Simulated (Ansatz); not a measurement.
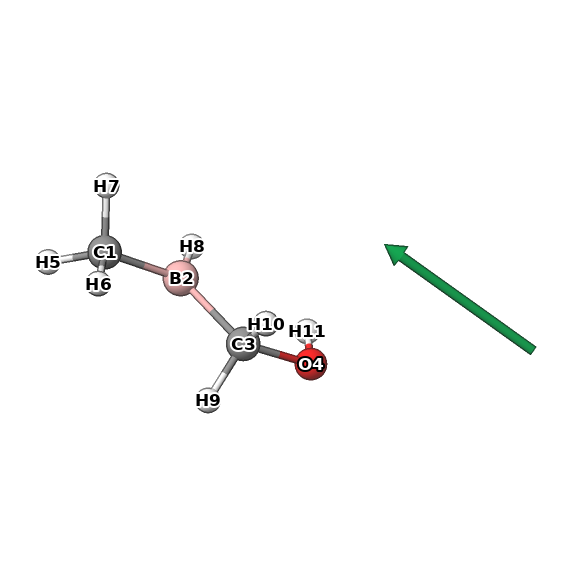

The arrow beside the molecule shows the direction of the dipole moment, from the negative to the positive end (its length means nothing). Computed geometry: PBE0-D4/def2-TZVP optimisation. Method: RKS r2SCAN-D4/def2-TZVPP (Ansatz 0.2.0).

### How large is the dipole moment?

1.85 D; it points from the side of O4 to the side of H5, H7 (the outermost atoms at the two ends).
